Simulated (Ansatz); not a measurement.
Pulling on the Si1–S2 bond in SiS (multiplicity 1 held). Energies count from the point at 1.938 Å.


Restricted levels (R-, RO-) in cc, def2 and unpolarised 6-31G sets keep to the state of the molecule at rest. U- levels take the lowest unrestricted solution at each point, which mixes spins at long bonds. Left out are points that failed, MP2 points in a non-variational dive below the minimum, coupled-cluster points behind a sign of a changed root (a jump of the amplitudes, or a one-step jump against full CI or MRCI), small-basis points behind a change of solution, and semi-empirical points at long bonds. Levels need not reach the same state.

Frozen-core correlation.

Programs: Ansatz (Gaussian basis) for Hartree–Fock, density functionals and correlated methods. Each number belongs to the level named beside it.

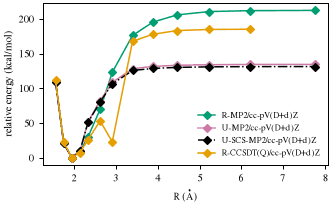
*Relative energy along the coordinate*

Task: Read off the R-MP2/cc-pV(D+d)Z curve at R = 2.907.

Result: about 120 kcal/mol

Doubts at one or more of the structures used: a restricted determinant that unrestricted orbitals would lower (R-MP2/cc-pV(D+d)Z, R-CCSDT(Q)/cc-pV(D+d)Z); a spin-contaminated determinant (U-MP2/cc-pV(D+d)Z, U-SCS-MP2/cc-pV(D+d)Z); T1 above 0.05 (R-CCSDT(Q)/cc-pV(D+d)Z).

Ansatz is an electronic-structure program.
